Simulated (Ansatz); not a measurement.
# BClFH3OSi: what the fields show

The calculation's input:

```
crystal:
  periodic: [false, false, false]
  atoms:
    - {symbol: B, position_ang: [-1.034669, 1.091072, -0.158326]}
    - {symbol: Si, position_ang: [0.320954, -0.370326, -0.184036]}
    - {symbol: O, position_ang: [0.402630, -1.160841, 1.232069]}
    - {symbol: F, position_ang: [0.128217, -1.436083, -1.353687]}
    - {symbol: Cl, position_ang: [2.092338, 0.590027, -0.607321]}
    - {symbol: H, position_ang: [-1.596094, 1.418971, -1.158406]}
    - {symbol: H, position_ang: [-1.234221, 1.704779, 0.844636]}
    - {symbol: H, position_ang: [1.013045, -1.894700, 1.329269]}
basis:
  gaussian: {orbitals: def2-TZVPP}
hamiltonian: {xc: pbe0, dispersion: d4}
output: {orbitals: {seedname: orbitals}}
```

Command:

```sh
ansatz run in.yaml --threads 2 --pin off --events-out ev --progress --plain --max-ram 4352MiB
```

Geometry: PBE0-D4/def2-TZVP.

Computed with RKS PBE0-D4/def2-TZVPP (Ansatz).

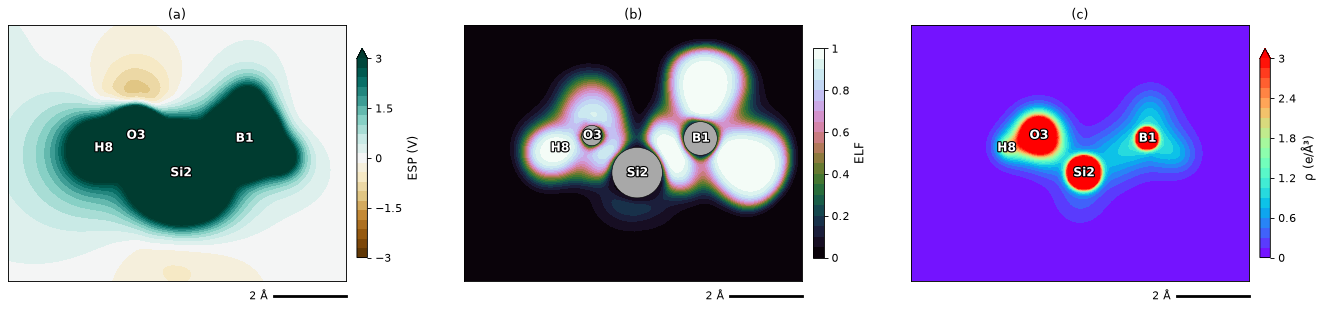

Figure 1. (a) electrostatic potential; (b) ELF; (c) electron density on the plane of atoms B1, Si2 and O3. Grey discs cover the atomic cores in the ELF map.

Q: What does the map show?

A:
- The section cuts through B, Si, O and H sites.
- Si–O (1.62 Å): ρ is about 1.2 e/Å³ halfway; the ELF peaks at about 0.90 between the atoms, as expected for a polar covalent bond.
- Si–B (1.99 Å): the density is about 0.87 e/Å³ at the midpoint; the ELF peaks at about 1 between the atoms; a shared electron pair.
- O–H (0.96 Å): ρ is about 3.8 e/Å³ halfway; the ELF climbs to about 1 towards the hydrogen, as it does in any bond to H: an ordinary covalent bond to hydrogen.
- The ELF also peaks beside O3, away from the bonds: lone-pair regions.
- Outside the dense part of the molecule the potential is most negative (−1.1 V) near O3.

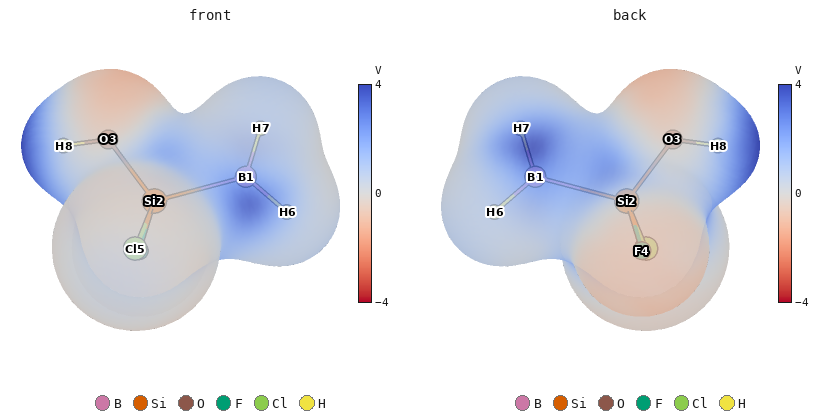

Figure 2. The electrostatic potential painted on the density surface at 0.004 e/bohr³, seen from the front and from behind; red is negative and blue positive.

Q: Which sites attract a positive test charge, and which a negative one?

A: A positive charge is drawn to the negative regions and a negative charge to the positive ones. The most negative region (about −1.0 V) lies over O3, the most positive (about +3.9 V) over B1 and H8. Cl5 shows a σ-hole: about +0.4 V at the tip opposite its bond, against about −0.2 V on its flanks. O3 is the likeliest acceptor of a hydrogen bond.

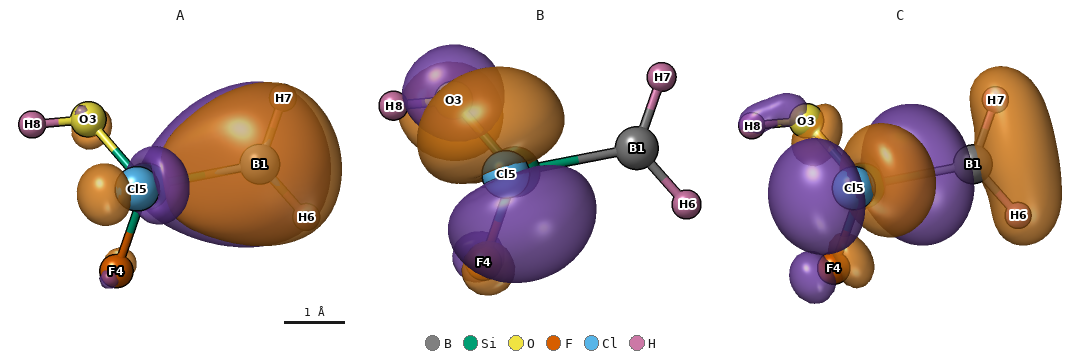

Figure 3. Three frontier orbitals at ±0.1 Å⁻³ᐟ² (orange and purple are the two phases), in no order.

Q: Which picture is the HOMO−1, the HOMO and the LUMO?

A: B is the HOMO−1 (−9.40 eV). Its weight (Hirshfeld) is mainly on Cl5 (about 70 %) and O3 (about 15 %); largely a lone pair of Cl5. C is the HOMO (−8.84 eV). By Hirshfeld shares it lies mainly on Cl5 (about 30 %), B1 (about 30 %) and Si2 (about 25 %). A is the LUMO (−2.84 eV). It lies mainly on B1 (about 65 %), Si2 (about 15 %), H6 (about 5 %) and H7 (about 5 %).

Q: What is the HOMO–LUMO gap?

A: 6.00 eV between the orbital energies.
